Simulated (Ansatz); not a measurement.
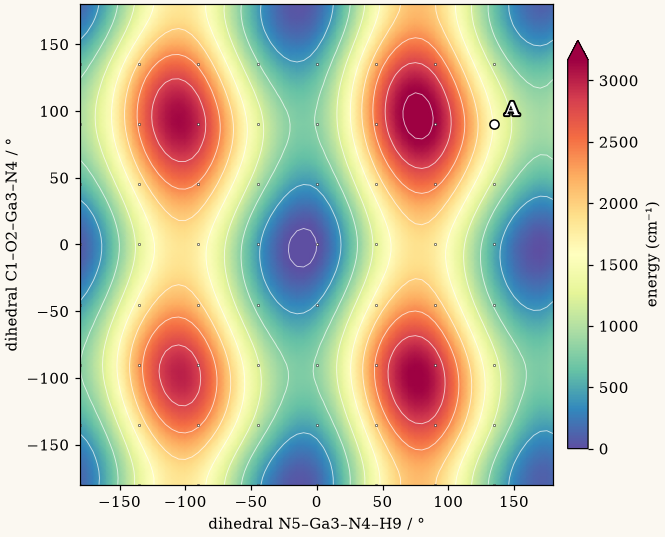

CH₇GaN₂O, SMILES C[O][Ga]([NH2])[NH2]. Coordinates scanned: (1) dihedral N5–Ga3–N4–H9; (2) dihedral C1–O2–Ga3–N4. Nothing is relaxed (all other coordinates rigid). The grid has 8 × 8 points. Energies are in cm⁻¹, from the lowest grid point. The calculation used RKS PBE0-D4/def2-SVP (Ansatz).

In the figure: a smooth colour map with a few white contour lines, dots at the grid points, one colour for all values above the top of the scale, the point A. Between grid points the surface is interpolated.

> Is A at rest? If not, where is it pushed?

A, at dihedral N5–Ga3–N4–H9 = 135°, dihedral C1–O2–Ga3–N4 = 90°, is not a stationary point. The computed force is 37 cm⁻¹ for each degree towards larger values of dihedral N5–Ga3–N4–H9 and 2.1 cm⁻¹ for each degree towards larger values of dihedral C1–O2–Ga3–N4.
